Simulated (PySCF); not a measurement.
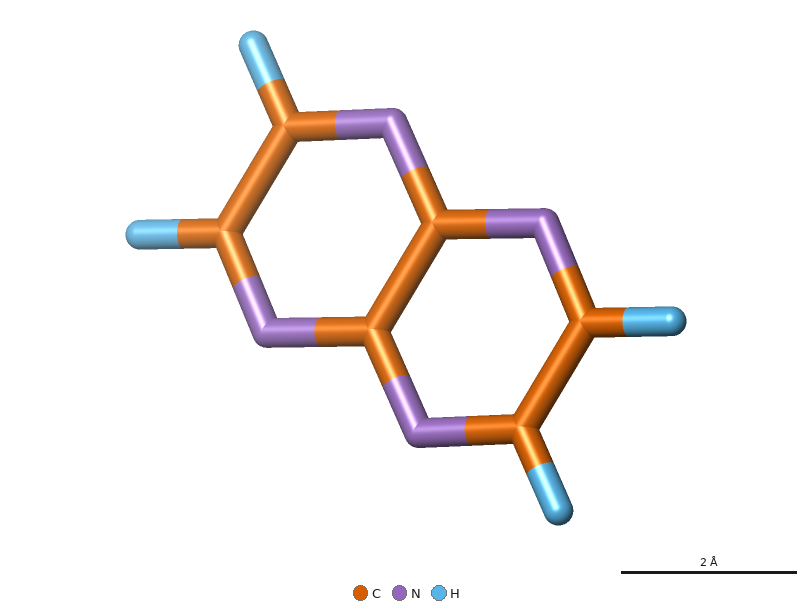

Every bond is drawn as one stick, whatever its order.

Computed geometry: GFN2-xTB optimisation. No frequency run is at hand to confirm it as a minimum.

Which formula does it have?

C₆H₄N₄, 14 atoms: 6 carbon, 4 hydrogen and 4 nitrogen.

Write the SMILES.

c1cnc2nccnc2n1

More results for the same structure follow; atom numbers are the same in all pictures, views and colours differ.

## Shape

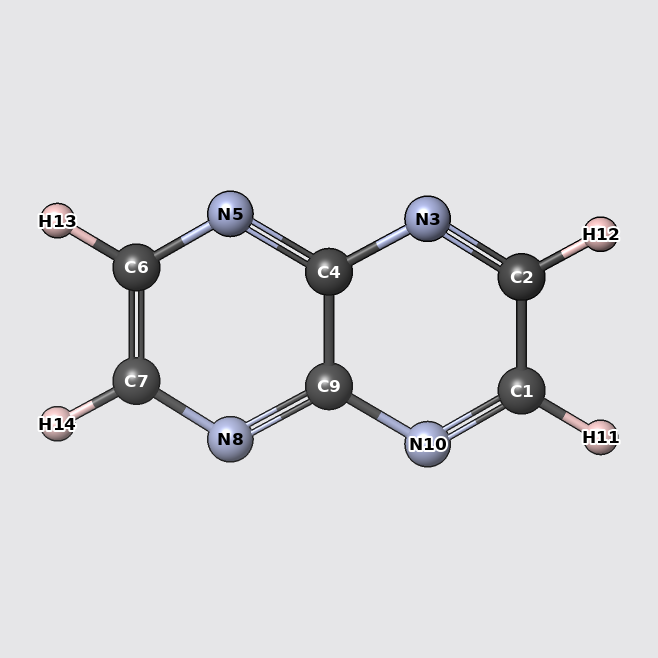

The atoms are numbered. No frequency run is at hand to confirm it as a minimum.

What is the geometry at C1?

C1 has 3 neighbours (C2 at 1.41, N10 at 1.30, H11 at 1.08 Å); the arrangement is trigonal planar.

Describe the coordination of atom 3.

N3 has 2 neighbours (C2 at 1.30, C4 at 1.35 Å); the arrangement is bent.

Describe the coordination of atom 4.

C4 has 3 neighbours (N3 at 1.35, N5 at 1.35, C9 at 1.43 Å); the arrangement is trigonal planar.

What is the dihedral angle C2–N3–C4–N5?

180° in size, that is anti.

## Ring current

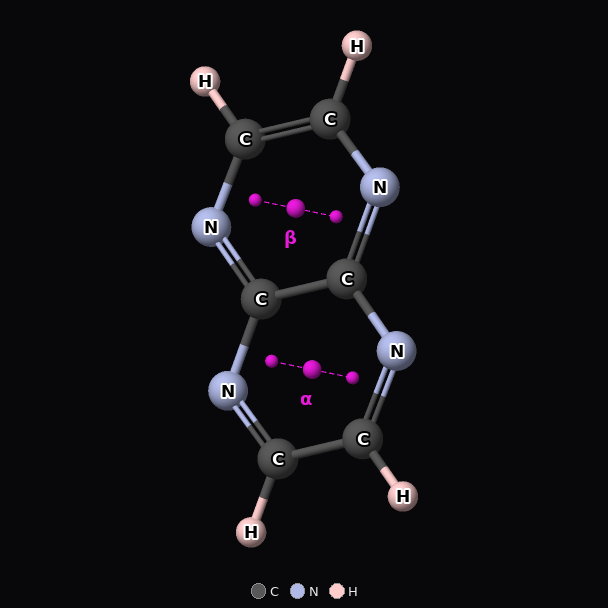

The small points mark where nucleus-independent chemical shifts (NICS) were computed: at the centre of each lettered ring and 1 Å above and below it. No frequency run is at hand to confirm it as a minimum. Method: GIAO PBE0/pcSseg-1 NMR shielding, non-relativistic, gas phase (PySCF 2.14.0).

Give NICS(0), NICS(1) and the out-of-plane component NICS(1)zz for each ring (means of the two sides).

```
ring  members  NICS(0)  NICS(1)  NICS(1)zz
   α     C4N2     −7.0    −11.7      −29.2
   β     C4N2     −7.0    −11.7      −29.2
```

Values in ppm.

What do the values say about the ring currents?

Ring α: diatropic, as in an aromatic ring. Ring β: diatropic, as in an aromatic ring. NICS is one index among several.

## NMR shielding

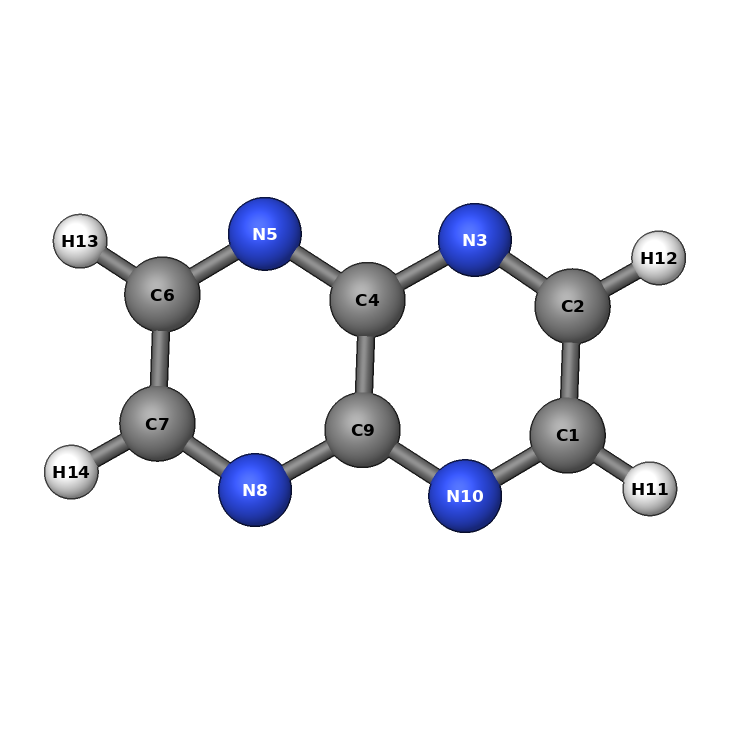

No frequency run is at hand to confirm it as a minimum. Properties computed with GIAO PBE0/pcSseg-1 NMR shielding, non-relativistic, gas phase (PySCF 2.14.0). Principal shieldings σ11 ≤ σ22 ≤ σ33, span Ω = σ33 − σ11, skew κ = 3(σiso − σ22)/Ω.

Give the shielding tensors of the N atoms.

```json
{"atom": "N3, N5, N8…", "σ11": "−473.9", "σ22": "−171.8", "σ33": "269.3", "σiso": "−125.5", "Ω": "743.1", "κ": "0.19"}
```

Shieldings and span in ppm.

## Electronic properties

No frequency run is at hand to confirm it as a minimum. Properties computed with PBE0/pcSseg-1, gas phase (PySCF 2.14.0).

Computed properties:

- HOMO energy (Kohn–Sham orbital): −7.16 eV
- LUMO energy (Kohn–Sham orbital): −2.90 eV
- HOMO–LUMO gap: 4.26 eV

## Charges

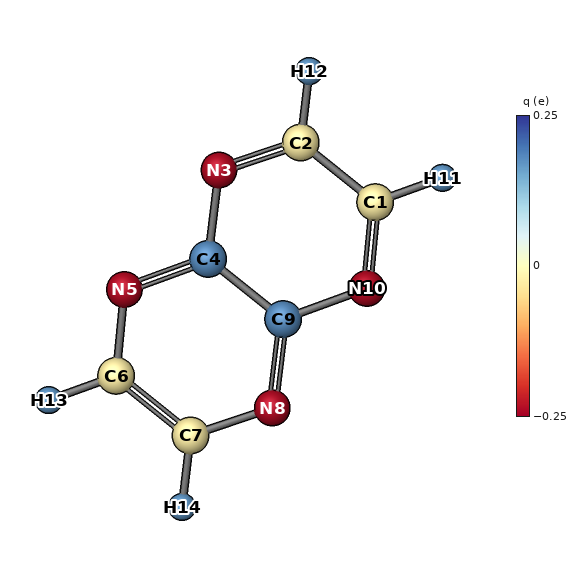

Atoms are coloured by their IAO charges. No frequency run is at hand to confirm it as a minimum. Properties computed with PBE0/pcSseg-1, gas phase (PySCF 2.14.0).

List the IAO charges.

```csv
atom,value (e)
C1,−0.03
C2,−0.03
N3,−0.23
C4,0.18
N5,−0.23
C6,−0.03
C7,−0.03
N8,−0.23
C9,0.18
N10,−0.23
H11,0.17
H12,0.17
H13,0.17
H14,0.17
```
